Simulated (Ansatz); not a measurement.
HTeS₂: several calculations on one system

**1. Relaxation**

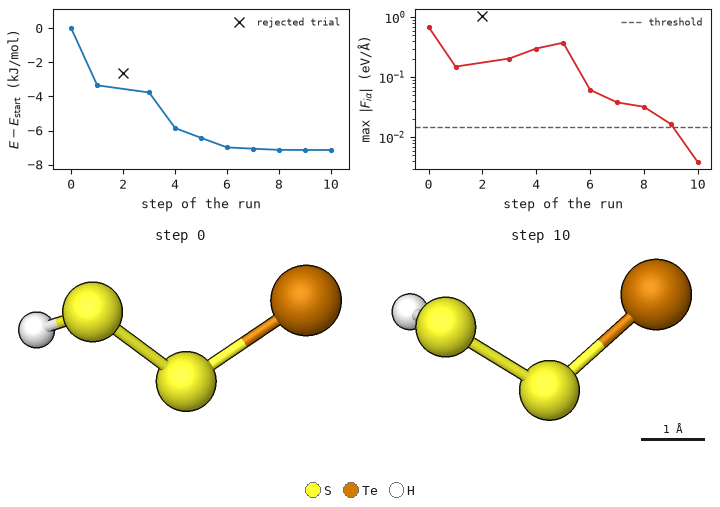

First and last geometry of a relaxation of HTeS2 (multiplicity 2), with the history of the run. A ball-and-stick model, seen from a free direction.

The run prepares an end point of a later path (torsion) calculation, from a guessed geometry.

All numbers below come from UKS PBE0/def2-SVP in Ansatz.

The input:
```yaml
crystal:
  periodic: [false, false, false]
  atoms:
    - { symbol: S, position_ang: [-0.35857, 1.17387, -0.29527] }
    - { symbol: S, position_ang: [-0.36877, -0.72377, 0.53071] }
    - { symbol: Te, position_ang: [1.81893, -1.28659, 1.12056] }
    - { symbol: H, position_ang: [-1.09159, 0.83649, -1.356] }
magnetization:
  spin_polarized: true
  initial_magnetization: 1
basis:
  gaussian: { orbitals: def2-SVP }
hamiltonian:
  xc: pbe0
relax:
  f_tol: 0.015
  max_steps: 40
```

Launched with:
```bash
ansatz run input.yaml --threads 1 --pin off --max-ram 2048MiB --backend cpu --events-out ev --progress --plain --runs-dir out
```

Question: Read the history and describe the run.

Answer: It converged. After 9 accepted moves (10 points after the start) the energy has fallen by 7.14 kJ/mol. Largest force component: 0.69 eV/Å at the start, 0.0038 eV/Å at the end. The line search rejected the trial step at point 2 of the run. The atom that moves furthest after the best rigid fit is H4 (0.40 Å). By element the largest moves are H 0.40 Å, S 0.29 Å, Te 0.25 Å. Some distances before and after: S2–Te3 2.335 → 2.365 Å, S1–S2 2.070 → 2.093 Å, S1–H4 1.333 → 1.354 Å. Groups turn about S1–S2 by about 45°.

```
step  E − E(0), kJ/mol  largest force component, eV/Å      note
   0              0.00                         0.6892          
   1             -3.35                         0.1503          
   2             -2.64                         1.0474  rejected
   3             -3.77                         0.2052          
   4             -5.86                         0.3014          
   5             -6.43                         0.3764          
   6             -6.99                         0.0615          
   7             -7.07                         0.0381          
   8             -7.14                         0.0321          
   9             -7.14                         0.0165          
  10             -7.14                         0.0038
```

**2. Relaxation**

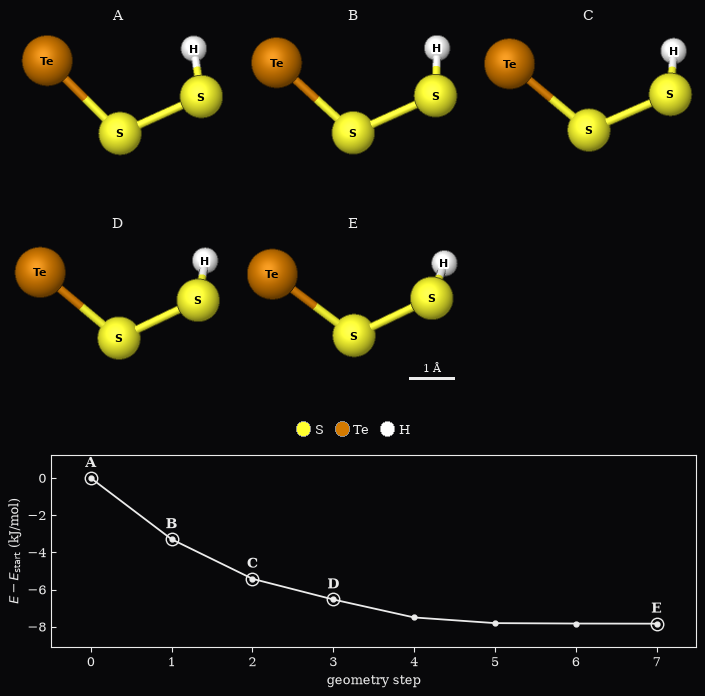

Frames of a relaxation of HTeS2 (multiplicity 2), marked on the history of the run. The picture is a ball-and-stick view, seen face on.

The run prepares an end point of a later path (torsion) calculation, from a guessed geometry.

The calculation used UKS PBE0/def2-SVP in Ansatz 0.2.0. Set-up: collinear spin; force threshold 0.015 eV/Å; at most 40 steps.

> What happens along the run?

The largest move after the best rigid fit is that of the H atom, 0.41 Å. By element the largest moves are H 0.41 Å, Te 0.30 Å, S 0.23 Å. Among the contacts that change: S–Te 2.335 → 2.365 Å, S–S 2.070 → 2.094 Å, H–S 1.333 → 1.354 Å. Among the angles between lasting bonds that change: S–S–H 94.8° → 96.8°. Groups turn about S–S by about 40°. The energy falls by 7.83 kJ/mol in 7 geometry steps. The largest force component goes from 0.59 to 0.014 eV/Å. The run took 45 s on 1 thread of Arm Neoverse V1 (shared host), peak memory 0.19 GiB. From step 0 to 1: the H atom moves most (0.19 Å), energy −3.29 kJ/mol. From step 1 to 2: S and H atoms move most (0.09 Å), energy −2.13 kJ/mol. From step 2 to 3: an S atom moves most (0.08 Å), energy −1.11 kJ/mol. From step 3 to 7: the H atom moves most (0.11 Å), energy −1.30 kJ/mol.

```tsv
step	E − E(0), kJ/mol	largest force component, eV/Å
0	0.00	0.5866
1	-3.29	0.2302
2	-5.42	0.4508
3	-6.53	0.4601
4	-7.50	0.2443
5	-7.80	0.0806
6	-7.83	0.0358
7	-7.83	0.0139
```

**3. Path**

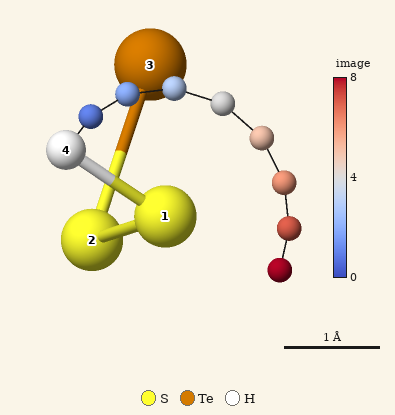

A search for the minimum-energy path of HTeS2 (multiplicity 2) by the nudged elastic band. Images are numbered from 0 (start) to 8 (end). The start is drawn whole; smaller spheres mark the moving atoms (H) in the later images, joined by lines and coloured by the number of the image. Style: ball-and-stick. Shown from a free direction.

Theory: UKS PBE0/def2-SVP (Ansatz 0.2.0). Run with 7 movable images; climbing image; force threshold 0.05 eV/Å; iteration limit 40; starting path by image-dependent pair potential.

> Describe the path and its energy.

The motion is a rotation about the S1–S2 bond by about 175°. No bond forms or breaks between the ends. The barrier is about 12.3 kJ/mol in both directions, with image 4 at the top; the ends have the same energy. The band converged in 6 iterations. The largest component of the band force went from 1.7 to 0.019 eV/Å. The climbing image converged on the top of the path. Its vibrational analysis gives one imaginary mode (192i cm⁻¹), as a transition state must have.
